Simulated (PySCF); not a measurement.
```xyz
9

S     2.2474   -0.1424   -0.7169
C     0.7874   -0.0732    0.2999
C    -0.5110   -0.7189   -0.1331
C    -0.4029    0.7821   -0.0784
H     0.9406   -0.1236    1.3927
H    -1.1541   -1.2184    0.6054
H    -0.4785   -1.1962   -1.1179
H    -0.9714    1.3132    0.6982
H    -0.2977    1.3200   -1.0260
```

Geometry: PBE0-D3(BJ)/def2-SVP.

Computed with PBE0/pcSseg-1, SCF density, gas phase, non-relativistic (PySCF).

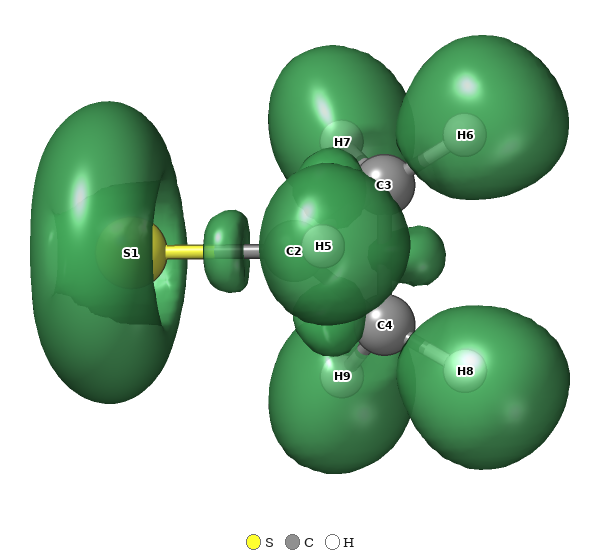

C$_{3}$H$_{5}$S (SMILES [S-]C1CC1) (charge −1). Isosurface of the electron localisation function at 0.8 (green), seen at a tilt. Core shells and regions of very low density are left out.

Where are the electrons localised?

Answer. The ELF exceeds this value in three regions between bonded C–C atoms (shared pairs), one region between bonded C–S atoms (shared pairs), five regions around hydrogen nuclei and one ring or bowl of non-bonding electrons around S. Profiles from the grid: C–C (1.51 Å): the ELF peaks at about 0.90 between the atoms: localised, covalent bonding. C–S (1.78 Å): the ELF peaks at about 0.90 between the atoms; a shared electron pair.
